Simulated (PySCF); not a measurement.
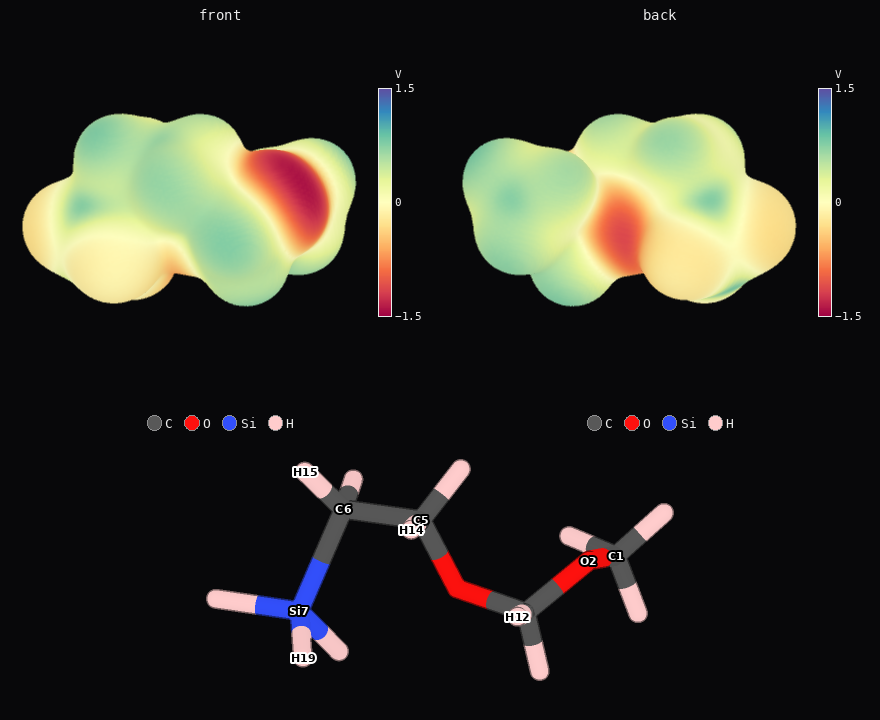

The picture shows: C₄H₁₂O₂Si. The electrostatic potential painted on the density surface at 0.002 e/bohr³, seen from the front and from behind; red is negative and blue positive. The bare structure is drawn below in the same view.

Geometry: GFN2-xTB.

These are results of PBE0/pcSseg-1, SCF density, gas phase, non-relativistic in PySCF 2.14.0, not measurements.

Input

```
{"job": {"kind": "nmr", "xc": "PBE0", "basis": "pcSseg-1"}, "charge": 0, "multiplicity": 1}
C      2.852993    -0.495450     0.028099
O      2.178761     0.272210     1.004467
C      0.926172    -0.235150     1.344244
O     -0.002148    -0.187161     0.309978
C     -0.410281     1.120976    -0.062124
C     -1.518344     0.952414    -1.082150
Si    -2.576371    -0.543850    -0.559377
H      2.273025    -0.559455    -0.897326
H      3.795634     0.012558    -0.162036
H      3.044362    -1.509056     0.398650
H      0.992358    -1.297302     1.628413
H      0.594929     0.367302     2.204547
H      0.446323     1.688195    -0.450359
H     -0.785359     1.643040     0.830790
H     -2.100370     1.869982    -1.144173
H     -1.089665     0.776427    -2.067940
H     -3.827845    -0.465105    -1.326295
H     -1.907348    -1.802532    -0.870215
H     -2.896628    -0.445151     0.865347
```

Run with:

```sh
OMP_NUM_THREADS=1 python probes_run.py task.json out
```

### Which sites attract a positive test charge, and which a negative one?

A positive charge is drawn to the negative regions and a negative charge to the positive ones. The most negative region (about −1.4 V) lies over O2, the most positive (about +0.8 V) over the C, H and Si atoms. O2 is the likeliest acceptor of a hydrogen bond.

### How polar is the molecule by this calculation?

Its dipole moment is 0.91 D.
